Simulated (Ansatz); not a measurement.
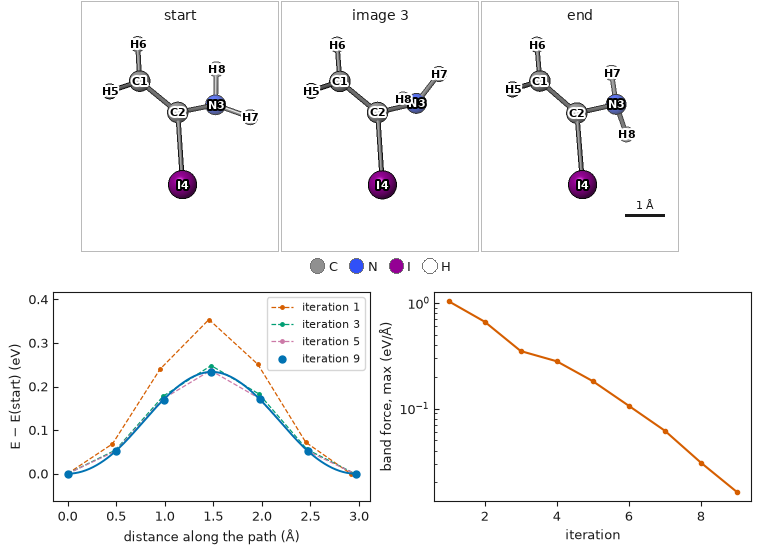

A search for the minimum-energy path of C2H4IN by the nudged elastic band. Images are numbered from 0 (start) to 6 (end). The plot follows the band through its iterations. The picture is a ball-and-stick view, seen from a free direction.

The calculation used Ansatz, RHF/def2-SVP. Set-up: 5 movable images; climbing image; force threshold 0.03 eV/Å; iteration limit 60; starting path by image-dependent pair potential.

**Did the band converge, and can the barrier be trusted?**

The result is final at these settings. The band converged in 9 iterations. The largest component of the band force went from 1 to 0.016 eV/Å. The climbing image converged on the top of the path. Its vibrational analysis gives one imaginary mode (346i cm⁻¹), as a transition state must have. The first iteration put the highest image at 0.354 eV. The barrier is about 0.234 eV in both directions, with image 3 at the top; the ends have the same energy.

The run took 100 s on 1 thread of Arm Neoverse V2 (shared host), peak memory 0.19 GiB.
